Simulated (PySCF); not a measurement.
**CH8FNO2Si2 (SMILES OC(F)(N[SiH3])O[SiH3]): density, localisation and related maps**

```xyz
15

C     0.7898   -0.2863   -0.2750
O    -0.1567   -0.4330    0.6882
Si    0.1394   -0.1309    2.3348
N     0.1494    0.0197   -1.4907
Si   -1.5806    0.2630   -1.5993
O     1.6981    0.6538    0.1804
F     1.4959   -1.4645   -0.4278
H     0.2097    1.3293    2.6101
H     1.3795   -0.8209    2.7821
H    -1.0521   -0.7177    3.0035
H     0.6900   -0.1964   -2.3195
H    -2.3973   -0.9362   -1.2471
H    -2.0192    1.4131   -0.7584
H    -1.8055    0.5864   -3.0408
H     2.4468    0.6974   -0.4250
```

Geometry: PBE0-D3(BJ)/def2-SVP.

Computed with PBE0/pcSseg-1, SCF density, gas phase, non-relativistic (PySCF).

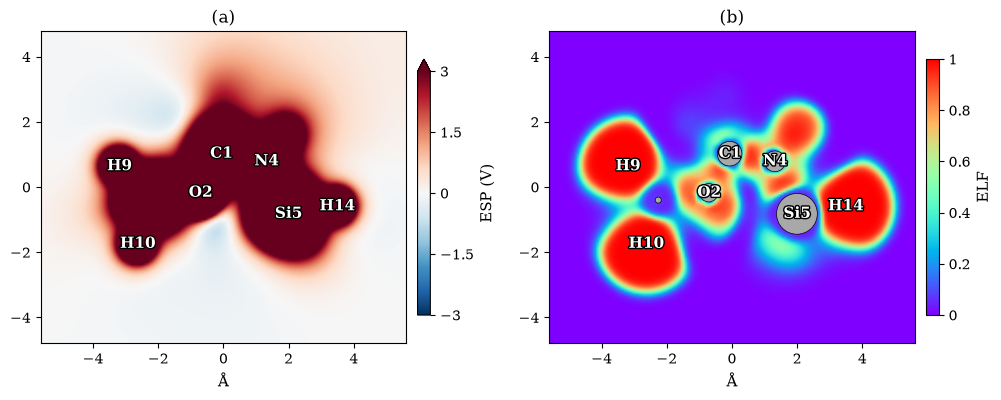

Figure 1. (a) molecular electrostatic potential; (b) electron localisation function on the plane of atoms O2, C1 and N4. Grey discs cover the atomic cores in the ELF map.

What does the map show?

Answer. Atoms in the plane: C, O, N, Si and H. C–O (1.36 Å): the ELF peaks at about 0.90 between the atoms, as expected for a polar covalent bond. C–N (1.41 Å): the ELF peaks at about 0.95 between the atoms: a covalent bond. Si–N (1.75 Å): the ELF peaks at about 0.90 between the atoms: a shared but strongly polarised pair. The ELF also peaks beside O2, away from the bonds: lone-pair regions. Outside the dense part of the molecule the potential is most negative (−0.7 V) near O2.

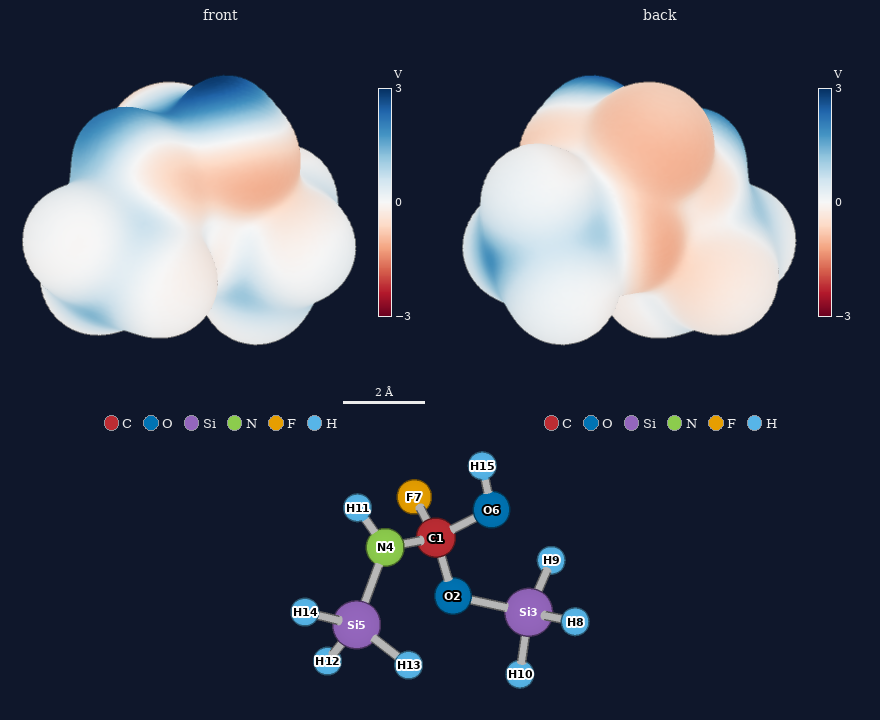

Figure 2. The molecular electrostatic potential painted on the density surface at 0.002 e/bohr³, seen from the front and from behind; the colour scale runs from red (negative) to blue (positive). The bare structure is drawn below in the same view.

Where is the surface potential most negative and most positive?

Answer. The most negative region (about −1.0 V) lies over O2, O6 and F7, the most positive (about +2.7 V) over H15.
